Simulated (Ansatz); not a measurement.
```sh
ansatz run in.yaml --threads 2 --pin off --events-out ev --progress --plain --max-ram 32768MiB --backend cuda --devices 0, --max-vram 18GiB
```

```yaml
crystal:
  periodic: [false, false, false]
  atoms:
    - {symbol: N, position_ang: [-1.836603, -0.552382, -1.299944]}
    - {symbol: Si, position_ang: [-1.097089, -0.445464, 0.225068]}
    - {symbol: Cl, position_ang: [-0.357857, -2.246550, 0.988974]}
    - {symbol: Si, position_ang: [0.797256, 0.904082, 0.021254]}
    - {symbol: N, position_ang: [1.874063, 0.495440, 1.269173]}
    - {symbol: Cl, position_ang: [1.486139, 0.521957, -1.916165]}
    - {symbol: H, position_ang: [-1.265841, -0.620705, -2.128279]}
    - {symbol: H, position_ang: [-2.740822, -0.977506, -1.425760]}
    - {symbol: H, position_ang: [-2.114897, -0.013531, 1.211025]}
    - {symbol: H, position_ang: [0.574021, 2.368168, 0.054885]}
    - {symbol: H, position_ang: [1.979126, -0.469471, 1.541989]}
    - {symbol: H, position_ang: [2.702504, 1.035952, 1.457769]}
basis:
  gaussian: {orbitals: def2-TZVPP}
hamiltonian: {xc: {name: wB97X-V}}
output: {orbitals: {seedname: orbitals}}
```

What structure does this define?

The molecule is Cl2H6N2Si2. Its SMILES string is `N[Si@@H](Cl)[Si@@H](N)Cl`. It has no ring. Among its groups: Si–H bond, Si–N bond. The point group is C2. Coordination, clear cases only: 2 Si tetrahedral.

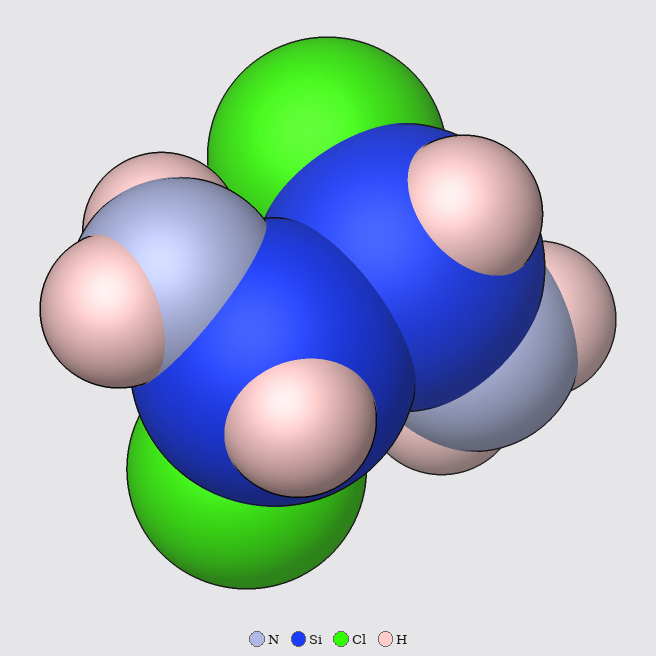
